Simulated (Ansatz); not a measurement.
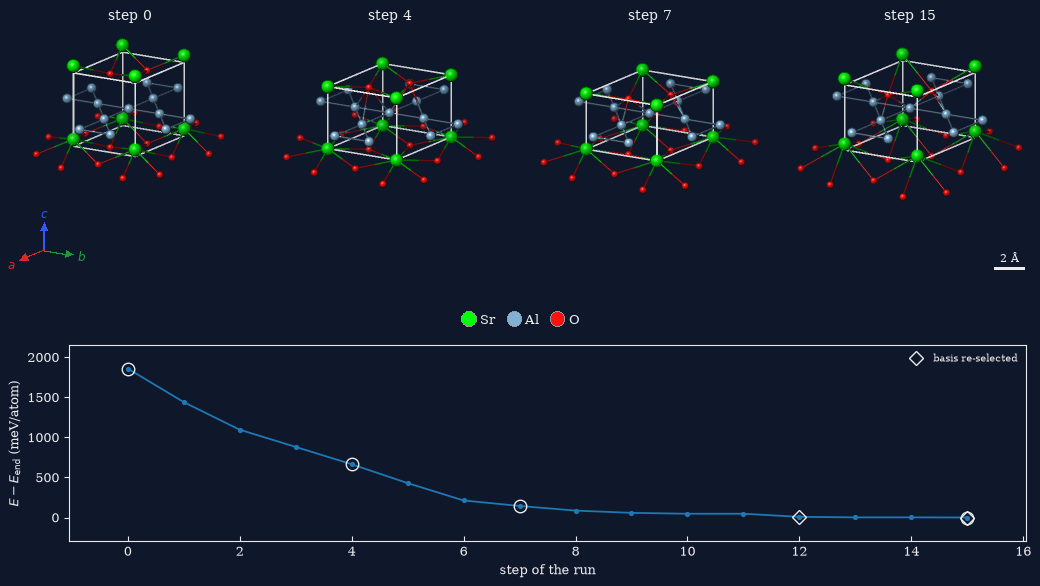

Frames of a relaxation of solid SrAl$_{3}$O$_{2}$ (a generated structure, set up in P6mm) (coarse preliminary run), marked on the history of the run. Style: ball-and-stick. Shown: the cell of the calculation, from a free direction.

These are results of DFT PBE, scalar-relativistic, plane waves, PAW in Ansatz 0.2.0, not measurements.

The input:
```yaml
crystal:
  lattice:
    - [4.41179222, 0.0, 0.0]
    - [-2.20589611, 3.82072413, 0.0]
    - [0.0, 0.0, 5.67727368]
  atoms:
    - { symbol: Sr, position: [0.0, 0.0, 0.09466669] }
    - { symbol: Al, position: [0.5, 0.0, 0.4385398] }
    - { symbol: Al, position: [0.0, 0.5, 0.4385398] }
    - { symbol: Al, position: [0.5, 0.5, 0.4385398] }
    - { symbol: O, position: [0.33333333, 0.66666667, 0.93779497], spin: 1.0 }
    - { symbol: O, position: [0.66666667, 0.33333333, 0.93779497], spin: 1.0 }
basis:
  ecutwfc: 420
kpoints:
  mp_grid: { grid: [6, 6, 4] }
hamiltonian:
  xc: pbe
scf:
  occupations: { method: gaussian, width: 0.1 }
  lower_state_search: "off"
output:
  forces: true
  stress: true
  eigenvalues: true
  populations: true
magnetization:
  spin_polarized: true
relax:
  adjacent_minimum: "off"
  f_tol: 0.04
  max_steps: 70
  cell: { stress_tol: 0.4 }
```

Launched with:
```bash
ansatz run input.yaml --threads 1 --pin off --max-ram 2560MiB --backend cpu --events-out ev --progress --plain --runs-dir out
```

Describe the path.

The largest moves relative to the cell, 0.80 Å, are those of O5 and O6. O6 goes along −c. Largest moves by element: O 0.80 Å, Al 0.54 Å. Sr stays in place. The volume changes by +23.7 %, with a = b 4.412 → 5.208 Å (+18.0 %), c 5.677 → 5.039 Å (−11.2 %). Near-neighbour distances that change, for instance: Al2–O5 3.107 → 1.910 Å, Sr1–O5 2.698 → 3.402 Å, Sr1–Al2 2.946 → 3.454 Å, Al2–Al3 2.206 → 2.604 Å. New bonds form: Al2–O5 (3.11 → 1.91 Å), Al2–O6 (3.11 → 1.91 Å), Al3–O5 (3.11 → 1.91 Å), Al3–O6 (3.11 → 1.91 Å). The space group stays P6mm (No. 183). Over 13 accepted moves (15 points after the start) the energy falls by 1858 meV per atom. The largest force component goes from 5.5 to 0.0078 eV/Å. Pressure: 28.48 GPa at the start and 0.11 GPa at the end. The SCF was repeated twice at an unchanged geometry on a basis and grid sized afresh for the cell, which shifted the energy by 38.8 meV per atom at most. The program noted that the starting moments weren't kept. Cost: 3.3 min on 1 thread of Intel(R) Xeon(R) Processor @ 2.70GHz, on a shared host, peak memory 0.43 GiB. From step 0 to 4: Sr1 moves most (0.47 Å), volume +4.9 %, energy −1194 meV per atom. From step 4 to 7: O atoms move most (0.38 Å), volume −5.3 %, energy −521 meV per atom. From step 7 to 15: Sr1 moves most (0.47 Å), volume +24.6 %, energy −144 meV per atom.

| step | E − E(0), meV/atom | largest force component, eV/Å | pressure, GPa | volume, Å³/atom | note |
| --- | --- | --- | --- | --- | --- |
| 0 | 0.00 | 5.4865 | 28.48 | 15.950 |  |
| 1 | -418.70 | 3.0751 | 15.73 | 16.889 |  |
| 2 | -763.24 | 1.9299 | 5.02 | 17.404 |  |
| 3 | -977.15 | 1.2879 | -0.04 | 17.232 |  |
| 4 | -1193.85 | 1.7211 | -1.94 | 16.723 |  |
| 5 | -1429.14 | 2.1938 | -1.95 | 16.154 |  |
| 6 | -1645.81 | 1.6001 | 2.05 | 15.622 |  |
| 7 | -1714.43 | 1.1877 | 6.14 | 15.833 |  |
| 8 | -1771.91 | 0.4355 | 0.85 | 17.067 |  |
| 9 | -1800.24 | 0.3239 | 0.05 | 18.415 |  |
| 10 | -1811.43 | 0.0507 | 0.37 | 18.689 |  |
| 11 | -1811.37 | 0.0273 | -0.02 | 18.816 |  |
| 12 | -1850.22 | 0.0301 | 2.12 | 18.816 | same geometry, new basis |
| 13 | -1856.60 | 0.0198 | 0.50 | 19.431 |  |
| 14 | -1856.52 | 0.0073 | 0.07 | 19.728 |  |
| 15 | -1858.30 | 0.0078 | 0.11 | 19.728 | same geometry, new basis |
